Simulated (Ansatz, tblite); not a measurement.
# Ge(OEt)H3 (C2H8GeO): which spin state is lowest

Is the singlet the ground state of Ge(OEt)H3 (C2H8GeO)? Other spin states are computed and compared level by level.

The runs use Ansatz 0.2.0, Gaussian basis; as each input shows.

Plan: triplet, at the geometry of the singlet (GFN1-xTB, GFN2-xTB, PBE0-D4/def2-TZVP, PBE-D4/def2-TZVP, r2SCAN-D4/def2-TZVP); the singlet's energies come from earlier runs.

**1. The relaxed structure**

The geometry is that of the singlet, from an earlier relaxation (r2SCAN-D4/def2-SVP).

12 atoms, charge 0, spin multiplicity 1.

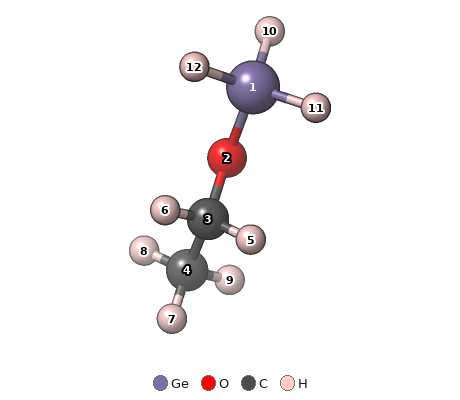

The structure; germanium purple, oxygen red, carbon dark grey, hydrogen pink; atoms are numbered from 1 in the order of the file.

**2. Triplet at the fixed geometry, GFN1-xTB**

Tight binding, by tblite at 300 K electronic temperature and without a spin-polarisation term:

```python
tblite.interface.Calculator('GFN1-xTB', numbers, positions, charge=0, uhf=2).singlepoint()
```

Energy -398.8545 eV; 0.027 s.

**3. Triplet at the fixed geometry, GFN2-xTB**

Tight binding, by tblite at 300 K electronic temperature and without a spin-polarisation term:

```python
tblite.interface.Calculator('GFN2-xTB', numbers, positions, charge=0, uhf=2).singlepoint()
```

Energy -382.5206 eV; 0.012 s.

**4. Triplet at the fixed geometry, PBE0-D4/def2-TZVP**

File in.yaml:

```yaml
crystal:
  periodic: [false, false, false]
  atoms:
    - {symbol: Ge, position_ang: [0.831346, -0.083497, -1.969104]}
    - {symbol: O, position_ang: [0.727776, -0.033484, -0.186991]}
    - {symbol: C, position_ang: [-0.549908, 0.044733, 0.418206]}
    - {symbol: C, position_ang: [-0.373600, 0.052973, 1.921622]}
    - {symbol: H, position_ang: [-1.085470, 0.963237, 0.094550]}
    - {symbol: H, position_ang: [-1.184933, -0.816049, 0.116398]}
    - {symbol: H, position_ang: [-1.347380, 0.114614, 2.431840]}
    - {symbol: H, position_ang: [0.138893, -0.864428, 2.249429]}
    - {symbol: H, position_ang: [0.240073, 0.914000, 2.227840]}
    - {symbol: H, position_ang: [2.329247, -0.162875, -2.265853]}
    - {symbol: H, position_ang: [0.197133, 1.194708, -2.551760]}
    - {symbol: H, position_ang: [0.076814, -1.323942, -2.486177]}
basis:
  gaussian: {orbitals: def2-TZVP}
magnetization: {spin_polarized: true, initial_magnetization: 2}
hamiltonian: {xc: pbe0, dispersion: d4}
scf: {omitted_lower_state_checks: [starts]}
output: {orbitals: {seedname: orbitals}}
```

The run is started by

```console
ansatz run in.yaml --threads 4 --pin off --events-out ev --progress --plain --max-ram 3916MiB
```

The log of the run:

```text
Functional definition: PBE0
  name "PBE0"
  cite "Adamo & Barone, J. Chem. Phys. 110, 6158 (1999) doi:10.1063/1.478522"
  cite "Perdew, Burke & Ernzerhof, Phys. Rev. Lett. 77, 3865 (1996) doi:10.1103/PhysRevLett.77.3865"
  parent pbe
  parameter a = 0.25
  parameter kappa = 0.804
  parameter beta = 0.06672455060314922
  exchange = (1 - a)*pbe_x(kappa = kappa, mu = beta*pi^2/3) + a*exact_x
  correlation = pbe_c(beta = beta)
these checks for a lower state are left out or cut short: starts
1264 factors; their error is unknown
mean field evaluation 1: about -60742.1329 eV, gradient 4.8e1 eV
mean field evaluation 2: about -60704.9706 eV, gradient 1.0e2 eV
mean field evaluation 4: about -60752.1000 eV, gradient 1.5e1 eV
mean field evaluation 8: about -60753.0118 eV, gradient 1.8e-1 eV
mean field evaluation 16: about -60753.2790 eV, gradient 2.9e-3 eV
mean field -60753.27904469 eV, -2232.6418248407 hartree, gradient 2.8e-5 eV, S^2 2.006459; 0 other end points of the search recorded, 0 dependent functions left out
reference -60753.27908038 eV, -2232.6418261523 hartree; 31, 29 occupied and 158, 160 virtual orbitals, 1264 factors
Total energy: -60753.44768762 eV, -2232.6480223540 hartree
Checks for a lower state left out: starts
```

Wall time 12 s (4 threads of Intel Xeon at 2.50GHz, shared host); peak memory 0.6 GiB.

HOMO -1.82 eV, LUMO -6.01 eV (over both spins; with the spin held, an empty level of the minority spin lies below the top filled one); ⟨S²⟩ 2.006 (pure: 2.00).

**5. Triplet at the fixed geometry, PBE-D4/def2-TZVP**

start.molden holds the orbitals of an earlier run on this state, given as this run's starting guess.

in.yaml: that of step 4 with these lines changed.

```diff
@@ -16,5 +16,5 @@
 basis:
-  gaussian: {orbitals: def2-TZVP}
+  gaussian: {orbitals: def2-TZVP, initial_orbitals: start.molden}
 magnetization: {spin_polarized: true, initial_magnetization: 2}
-hamiltonian: {xc: pbe0, dispersion: d4}
+hamiltonian: {xc: pbe, dispersion: d4}
 scf: {omitted_lower_state_checks: [starts]}
```

Same command.

The log of the run:

```text
Functional definition: PBE
  name "PBE"
  cite "Perdew, Burke & Ernzerhof, Phys. Rev. Lett. 77, 3865 (1996) doi:10.1103/PhysRevLett.77.3865"
  parent pbe
  parameter kappa = 0.804
  parameter beta = 0.06672455060314922
  exchange = pbe_x(kappa = kappa, mu = beta*pi^2/3)
  correlation = pbe_c(beta = beta)
these checks for a lower state are left out or cut short: starts
1221 factors; their error is unknown
mean field evaluation 1: about -60751.4907 eV, gradient 7.9e0 eV
mean field evaluation 2: about -60751.6800 eV, gradient 3.7e-1 eV
mean field evaluation 4: about -60751.6545 eV, gradient 3.2e-1 eV
mean field evaluation 8: about -60751.6548 eV, gradient 9.1e-6 eV
mean field -60751.65482999 eV, -2232.5821360515 hartree, gradient 9.1e-6 eV, S^2 2.002990; 0 other end points of the search recorded, 0 dependent functions left out
reference -60751.65487721 eV, -2232.5821377869 hartree; 31, 29 occupied and 158, 160 virtual orbitals, 1221 factors
Total energy: -60751.85537280 eV, -2232.5895058637 hartree
Checks for a lower state left out: starts
```

Wall time 8.1 s (4 threads of Intel Xeon at 2.50GHz, shared host).

From the report: HOMO -1.17 eV, LUMO -7.02 eV (over both spins; with the spin held, an empty level of the minority spin lies below the top filled one); ⟨S²⟩ 2.003 (pure: 2.00).

**6. Triplet at the fixed geometry, r2SCAN-D4/def2-TZVP**

in.yaml: that of step 5 with these lines changed.

```diff
@@ -18,3 +18,3 @@
 magnetization: {spin_polarized: true, initial_magnetization: 2}
-hamiltonian: {xc: pbe, dispersion: d4}
+hamiltonian: {xc: r2scan, dispersion: d4}
 scf: {omitted_lower_state_checks: [starts]}
```

The command is unchanged.

The log of the run:

```text
Functional definition: r2SCAN
  name "r2SCAN"
  cite "Furness, Kaplan, Ning, Perdew & Sun, J. Phys. Chem. Lett. 11, 8208 (2020) doi:10.1021/acs.jpclett.0c02405"
  cite "Furness, Kaplan, Ning, Perdew & Sun, J. Phys. Chem. Lett. 11, 9248 (2020) doi:10.1021/acs.jpclett.0c03077"
  parent r2scan
  parameter k0 = 0.174
  parameter k1 = 0.065
  parameter a1 = 4.9479
  exchange = r2scan_x(k0 = k0, k1 = k1, a1 = a1)
  correlation = r2scan_c
these checks for a lower state are left out or cut short: starts
1221 factors; their error is unknown
mean field evaluation 1: about -60762.8351 eV, gradient 5.0e0 eV
mean field evaluation 2: about -60762.8953 eV, gradient 1.2e-1 eV
mean field evaluation 4: about -60762.8661 eV, gradient 4.5e-3 eV
mean field evaluation 8: about -60762.8661 eV, gradient 8.1e-5 eV
mean field -60762.86613057 eV, -2232.9941437483 hartree, gradient 2.5e-5 eV, S^2 2.007403; 0 other end points of the search recorded, 0 dependent functions left out
reference -60762.86614623 eV, -2232.9941443239 hartree; 31, 29 occupied and 158, 160 virtual orbitals, 1221 factors
Total energy: -60762.91700505 eV, -2232.9960133511 hartree
Checks for a lower state left out: starts
```

Run time: 13 s. Hardware: 4 threads of Intel Xeon at 2.50GHz, shared host.

From the report: HOMO -1.22 eV, LUMO -6.85 eV (over both spins; with the spin held, an empty level of the minority spin lies below the top filled one); ⟨S²⟩ 2.007 (pure: 2.00).

**7. Triplet less singlet, vertical**

The singlet's energies are those of its earlier runs, whose logs aren't repeated here.

```
              level  triplet less singlet, vertical (eV)     time
           GFN1-xTB                               +6.915  0.048 s
           GFN2-xTB                               +8.152  0.024 s
   PBE-D4/def2-TZVP                               +5.814     11 s
r2SCAN-D4/def2-TZVP                               +6.006     19 s
  PBE0-D4/def2-TZVP                               +6.168     20 s
```

Times add the two runs; a level without a time comes out of a correlated run. Tight binding without a spin term can't rank spin states.

**8. Outcome**

| quantity | value |
| --- | --- |
| triplet less singlet, vertical, functionals in def2-TZVP | +5.814 (PBE-D4) to +6.168 eV (PBE0-D4) |

What this shows: All functionals put the triplet above the singlet, over a spread of 0.353 eV. The checks for a lower triplet were left out, so another state of that spin may lie lower. These are electronic energies, without zero-point motion, entropy or surroundings.
